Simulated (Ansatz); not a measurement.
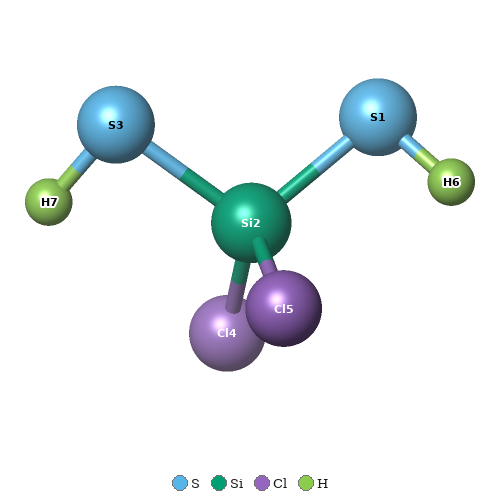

The system is Cl₂H₂S₂Si, SMILES S[Si](S)(Cl)Cl; the picture shows the reference structure. First axis: dihedral S1–Si2–S3–H7. Second axis: dihedral H6–S1–Si2–S3. Nothing is relaxed (all other coordinates rigid). Grid: 9 × 9 points; 45 points were computed and 36 follow by symmetry. Points are written as (first, second). Energies: cm⁻¹, counted from the lowest grid point. Method: Ansatz 0.2.0, RKS r2SCAN-D4/def2-SVP.

Its coordinates:

```xyz
7

S    -1.5815    0.4369    1.2061
Si    0.0195    0.0255   -0.1269
S     1.3999   -1.1105    1.0191
Cl   -0.5400   -1.0562   -1.7969
Cl    0.7913    1.8044   -0.8423
H    -1.9397    1.5700    0.5596
H     1.9119   -1.7381   -0.0646
```

Range: dihedral S1–Si2–S3–H7 from −180 to 140°; dihedral H6–S1–Si2–S3 from −180 to 140°.

What will the energy surface look like?

Answer. The lowest grid point is at (140°, 140°). The bottom of the well lies between grid points, at about (155°, 155°), about 140 cm⁻¹ lower on the interpolated surface. There are further wells near (−180°, −60°) (75 cm⁻¹ above the lowest at that grid point); (−60°, −60°) (612 cm⁻¹ above the lowest at that grid point). The highest grid point, (−20°, 20°), lies 2228 cm⁻¹ above the lowest. On the interpolated surface the easiest way out of the lowest well to the well at about (−55°, 165°) passes a barrier of about 430 cm⁻¹, counted from the interpolated bottom of the well. Round the minimum the valley is somewhat tilted: raising dihedral S1–Si2–S3–H7 shifts the best value of dihedral H6–S1–Si2–S3 downwards (coupling k₁₂/√(k₁₁k₂₂) about 0.2).

| dihedral H6–S1–Si2–S3 ↓, dihedral S1–Si2–S3–H7 → | −180 | −140 | −100 | −60 | −20 | 20 | 60 | 100 | 140 |
| --- | --- | --- | --- | --- | --- | --- | --- | --- | --- |
| 140 | 109 | 1070 | 1057 | 296 | 384 | 1027 | 1196 | 788 | 0 |
| 100 | 253 | 1251 | 1907 | 1278 | 949 | 1228 | 1671 | 1777 | 788 |
| 60 | 389 | 795 | 1601 | 1645 | 1513 | 1163 | 1257 | 1671 | 1196 |
| 20 | 606 | 780 | 1166 | 1416 | 2228 | 1775 | 1163 | 1228 | 1027 |
| −20 | 389 | 988 | 1002 | 632 | 1336 | 2228 | 1513 | 949 | 384 |
| −60 | 75 | 1055 | 1328 | 612 | 632 | 1416 | 1645 | 1278 | 296 |
| −100 | 249 | 965 | 1760 | 1328 | 1002 | 1166 | 1601 | 1907 | 1057 |
| −140 | 292 | 359 | 965 | 1055 | 988 | 780 | 795 | 1251 | 1070 |
| −180 | 76 | 292 | 249 | 75 | 389 | 606 | 389 | 253 | 109 |

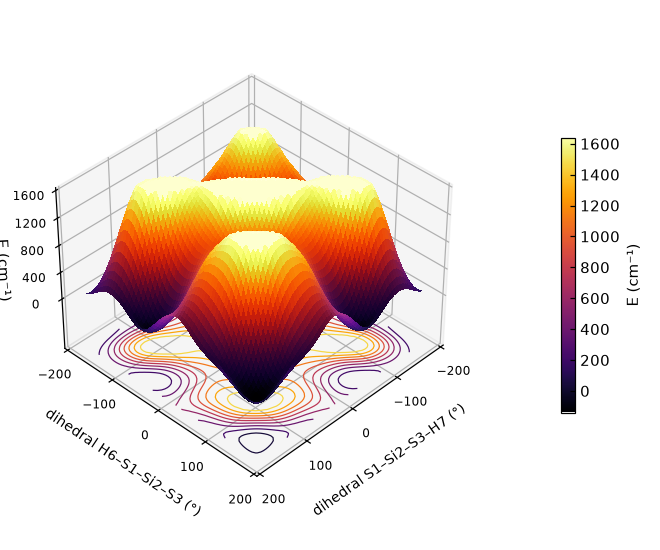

Drawn: a relief with its contours projected below, any walls above the top of the colour scale cut off. Between grid points the surface is interpolated.

Time for the 45 points that were run: 6.4 min on 1 thread of Intel(R) Xeon(R) Platinum 8259CL CPU @ 2.50GHz (Skylake/Cascade Lake) (shared host).
